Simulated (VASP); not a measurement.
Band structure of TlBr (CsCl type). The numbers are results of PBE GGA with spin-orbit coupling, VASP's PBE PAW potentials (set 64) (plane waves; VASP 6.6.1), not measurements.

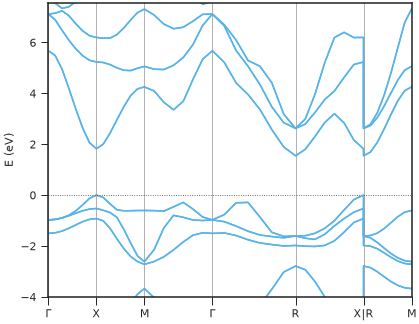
Figure: Bands along high-symmetry lines, zero at the valence-band maximum or, without a gap, the Fermi level

Problem. Read the plot: is there a gap, and where are the band edges?

Solution. The gap is indirect, 1.54 eV, from the valence maximum at X to the conduction minimum at R.

The compound is TlBr in the CsCl type structure. It was relaxed first.
